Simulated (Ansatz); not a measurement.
Formation energy of the localised charge states of P interstitial started as a split pair with P in zinc-blende GaP (start: split with P along <110>; 64-site cell, 2×2×2 shifted sampling) against the Fermi level, P-rich (Δμ(P) = 0.00 eV; only phases computed here count, gases as isolated molecules at 0 K). Computed with PBE, PAW (plane waves to 420 eV; Ansatz, a first-principles code).

Charges with a result: +1, 0, −1. Others weren't obtained, and one of them could lie lower, also by skipping a charge.

Details: 64-site cell; 2×2×2 shifted k-points; host gap 1.57 eV; charged states image-corrected; not converged in cell size; flagged in the runs: a strain field that reaches the edge of the cell.

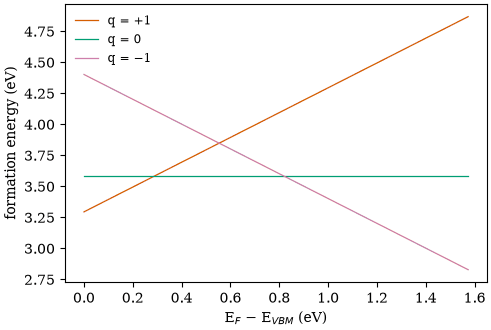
Figure: Formation energy of each charge state against the Fermi level

Crossings of the lowest lines: (+1/0) at 0.29 eV; (0/−1) at 0.82 eV. At the valence-band maximum: q = +1: 3.29 eV; q = 0: 3.58 eV; q = −1: 4.40 eV.
